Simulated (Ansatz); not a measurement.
# [GeH3]− (SMILES [H][Ge-]([H])[H]) at 6 levels

Aim: a comparison of 6 runs (UHF/STO-3G, HSE06/STO-3G, UMP2/STO-3G, CCSDT(Q)/STO-3G, CCSDTQ/STO-3G, UCCSD(T)/STO-3G) of [GeH3]−. 

Program for the calculation: Ansatz 0.2.0.

5 further runs of the same task are left out: 4 that didn't finish, 1 set aside as unsound or not needed.

**1. The structure to begin with**

[GeH3]−: 4 atoms, total charge -1, spin state singlet. As SMILES, `[H][Ge-]([H])[H]`. The H4–Ge1 distance was set to 2.195 Å, away from the relaxed value. At this shape a bond of the SMILES string is far longer than usual.

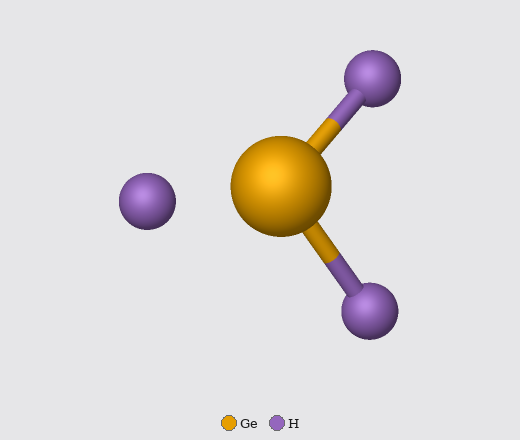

The structure, seen from a chosen angle (germanium amber, hydrogen purple).

**2. The energy at UHF/STO-3G (run 1)**

Contents of run.yaml:

```yaml
crystal:
  periodic: [false, false, false]
  atoms:
    - {symbol: Ge, position_ang: [0.174831, 0.313185, 1.022959]}
    - {symbol: H, position_ang: [1.604301, 0.275925, 0.010519]}
    - {symbol: H, position_ang: [-0.495109, 1.556855, -0.016771]}
    - {symbol: H, position_ang: [-0.736970, -1.223820, -0.251850]}
basis:
  gaussian: {orbitals: STO-3G}
total_charge: -1
magnetization: {spin_polarized: true}
hamiltonian: {xc: hf}
accuracy: high
```

Run with:

```sh
$ ansatz run run.yaml --threads 1 --pin off --max-ram 2610MiB --events-out events.jsonl --progress --plain --runs-dir runs
```

Log:

```text
Warning: RAYON_NUM_THREADS=1 ignored (pool sized by the plan → 1); use --threads N
Functional definition: HF
  name "HF"
  exchange = exact_x
  correlation = 0
255 factors; integrals over basis functions are off by at most 1.9e-8 eV
mean field evaluation 1: about -55868.7730 eV, gradient 6.5e0 eV
mean field evaluation 2: about -55868.7867 eV, gradient 6.5e0 eV
mean field evaluation 4: about -55869.4606 eV, gradient 4.8e-1 eV
mean field evaluation 8: about -55869.4633 eV, gradient 4.7e-6 eV
mean field evaluation 16: about -55869.4933 eV, gradient 1.8e-4 eV
mean field evaluation 32: about -55866.5665 eV, gradient 1.1e1 eV
mean field -55869.49329256 eV, -2053.1660087989 hartree, gradient 3.0e-8 eV, S^2 0.169529; 2 other end points of the search recorded, 0 dependent functions left out
reference -55869.49329256 eV, -2053.1660087989 hartree; 18, 18 occupied and 3, 3 virtual orbitals, 255 factors
Total energy: -55869.49329256 eV, -2053.1660087989 hartree
```

Wall time 0.2 s (1 thread of Arm Neoverse V1, shared host).

**3. A single-point energy at HSE06/STO-3G (run 2)**

Contents of in.yaml:

```yaml
crystal:
  periodic: [false, false, false]
  atoms:
    - {symbol: Ge, position_ang: [0.174831, 0.313185, 1.022959]}
    - {symbol: H, position_ang: [1.604301, 0.275925, 0.010519]}
    - {symbol: H, position_ang: [-0.495109, 1.556855, -0.016771]}
    - {symbol: H, position_ang: [-0.736970, -1.223820, -0.251850]}
basis:
  gaussian:
    orbitals: STO-3G
hamiltonian:
  xc: {name: HSE06}
total_charge: -1
accuracy: high
```

Run with:

```sh
$ ansatz run in.yaml --threads 1 --pin off --max-ram 2610MiB --events-out events.jsonl --progress --plain --runs-dir runs
```

Log:

```text
Warning: RAYON_NUM_THREADS=1 ignored (pool sized by the plan → 1); use --threads N
Functional definition: HSE06
  name "HSE06"
  parameter a = 0.25
  parameter omega = 0.11/bohr
  exchange = pbe_x - a*pbe_x_sr(omega) + a*exact_x_sr(omega)
  correlation = pbe_c
255 factors; integrals over basis functions are off by at most 1.9e-8 eV
47 factors; integrals over basis functions are off by at most 8.4e-10 eV
mean field evaluation 1: about -55866.8813 eV, gradient 9.7e1 eV
mean field evaluation 2: about -55875.2568 eV, gradient 5.5e1 eV
mean field evaluation 4: about -55901.3586 eV, gradient 3.2e0 eV
mean field evaluation 8: about -55901.3899 eV, gradient 1.5e-1 eV
mean field evaluation 16: about -55901.3901 eV, gradient 5.0e-6 eV
mean field -55901.39010702 eV, -2054.3381951100 hartree, gradient 2.0e-8 eV, S^2 0.000000; 0 other end points of the search recorded, 0 dependent functions left out
reference -55901.39010875 eV, -2054.3381951736 hartree; 18, 18 occupied and 3, 3 virtual orbitals, 255 factors
Total energy: -55901.39010875 eV, -2054.3381951736 hartree
```

Run time: 1.1 s. Hardware: 1 thread of Arm Neoverse V1, shared host.

Runs 3 to 5 aren't shown in full; the table further down has their settings and results.

**4. A single-point energy at UCCSD(T)/STO-3G (run 6)**

Contents of input.yaml:

```yaml
crystal:
  periodic: [false, false, false]
  atoms:
    - {symbol: Ge, position_ang: [0.174831, 0.313185, 1.022959]}
    - {symbol: H, position_ang: [1.604301, 0.275925, 0.010519]}
    - {symbol: H, position_ang: [-0.495109, 1.556855, -0.016771]}
    - {symbol: H, position_ang: [-0.736970, -1.223820, -0.251850]}
basis:
  gaussian:
    orbitals: STO-3G
total_charge: -1
magnetization:
  spin_polarized: true
  initial_magnetization: 0
correlation:
  method: ccsd_t
  frozen_orbitals: {Ge: 9, H: 0}
accuracy: high
scf:
  omitted_lower_state_checks: [cluster_reference, increment]
```

Run with:

```sh
$ ansatz run input.yaml --threads 1 --pin off --max-ram 2610MiB --events-out events.jsonl --progress --plain --runs-dir runs
```

Log (excerpt; [...] marks lines left out):

```text
Warning: RAYON_NUM_THREADS=1 ignored (pool sized by the plan → 1); use --threads N
[... 2 set-up lines as earlier in the session ...]
[...]
255 factors; integrals over basis functions are off by at most 1.9e-8 eV
[...]
mean field -55869.49329256 eV, -2053.1660087989 hartree, gradient 3.0e-8 eV, S^2 0.169529; 3 other end points of the search recorded, 0 dependent functions left out
9 core orbitals not correlated: weight in the atoms' cores, before any rotation towards them, 1.000 or more for the frozen orbitals, at most 0.000 for the correlated occupied ones
reference -55869.49329256 eV, -2053.1660087989 hartree; 9, 9 occupied and 3, 3 virtual orbitals, 255 factors
second order -1.26635604 eV of doubles, -0.00000000 eV of singles
cycle   1  -1.71401851 eV  change   -4.5e-1 eV  update   8.3e-2
[...]
cycle  25  -2.28840222 eV  change  -3.6e-10 eV  update  5.1e-10
perturbative correction -0.01045333 eV, -0.0003841528 hartree
Total energy: -55871.79214811 eV, -2053.2504901822 hartree
Checks for a lower state left out: cluster_reference, increment
```

Wall time 0.3 s (1 thread of Arm Neoverse V1, shared host).

**5. The series**

```tsv
run	level	frozen core orbitals	energy (Eh)	wall time
1	UHF/STO-3G	–	-2053.166009	0.2 s
2	HSE06/STO-3G	–	-2054.338195	1.1 s
3	UMP2/STO-3G	9	-2053.212547	0.18 s
4	CCSDT(Q)/STO-3G	9	-2053.250576	0.28 s
5	CCSDTQ/STO-3G	9	-2053.250523	6.6 s
6	UCCSD(T)/STO-3G	9	-2053.250490	0.3 s
```

**6. Results**

| quantity | value |
| --- | --- |
| run 6: total energy | -2053.25049 Eh |
| run 6: correlation energy (9 core orbitals frozen) | -84.5 mEh |
| run 6: (T) correction | -0.38 mEh |
| run 6: ⟨S²⟩ of the reference determinant | 0.170 |
| run 6: T1 diagnostic | 0.040 |

In words: Below the UHF energy at the same shape and in the same basis (STO-3G): UMP2 -46.5 mEh; CCSDT(Q) -84.6 mEh; CCSDTQ -84.5 mEh; UCCSD(T) -84.5 mEh. Some of these start from another determinant than that one, so these aren't their correlation energies. In runs 4, 5 the log says that unrestricted orbitals would lower the reference, so the values rest on an unstable closed-shell determinant (other closed-shell runs at this shape may share the fault). In runs 1, 2, 3, 4, 5, 6 the basis is minimal, so the values are rough. Spin contamination of the reference: run 1 ⟨S²⟩ = 0.17, run 3 ⟨S²⟩ = 0.17, run 6 ⟨S²⟩ = 0.17. All runs together took 8.7 s, the longest 6.6 s.
